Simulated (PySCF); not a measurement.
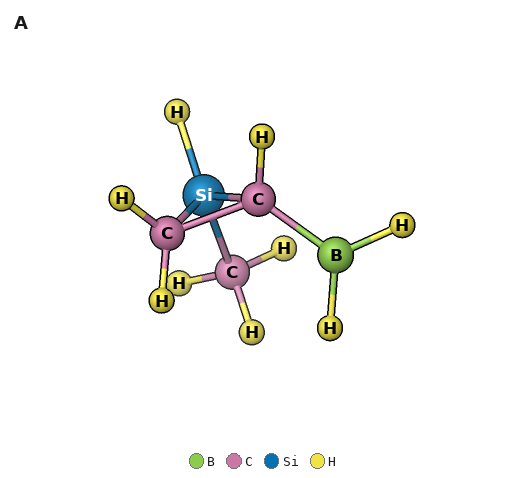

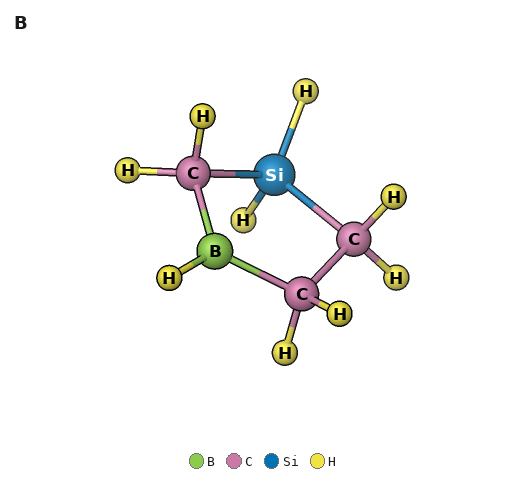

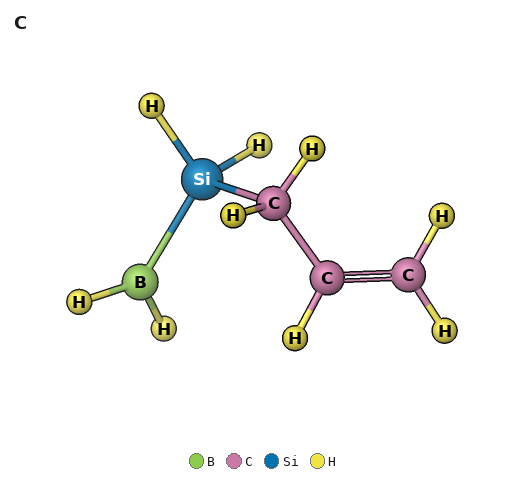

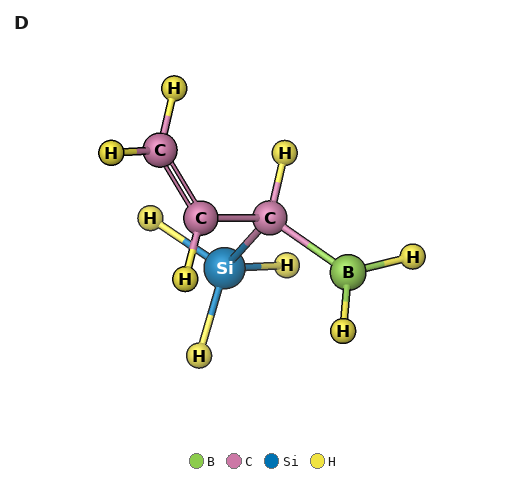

4 stationary structures of one formula. Geometries: GFN2-xTB. Electronic energies: CAM-B3LYP/def2-SVPD (PySCF 2.14.0), without zero-point energy. No frequency run is at hand to confirm each as a minimum. Each is one conformer, not always the lowest.

How are they related?

They are constitutional isomers of C3H9BSi: A `B[C@@H]1C[Si@@H]1C`, B `B1CC[SiH2]C1`, C `B[SiH2]CC=C`, D `B[C@@H]([SiH3])C=C`.

Rank them by energy, lowest first.

B is lowest; A lies 1.091 eV above it, D lies 1.379 eV above it, C lies 1.968 eV above it.

The geometry is semi-empirical. Around B, Si such bond lengths and angles can be off by a tenth of an ångström or more and by several degrees, and values that hang on the shape move with them.
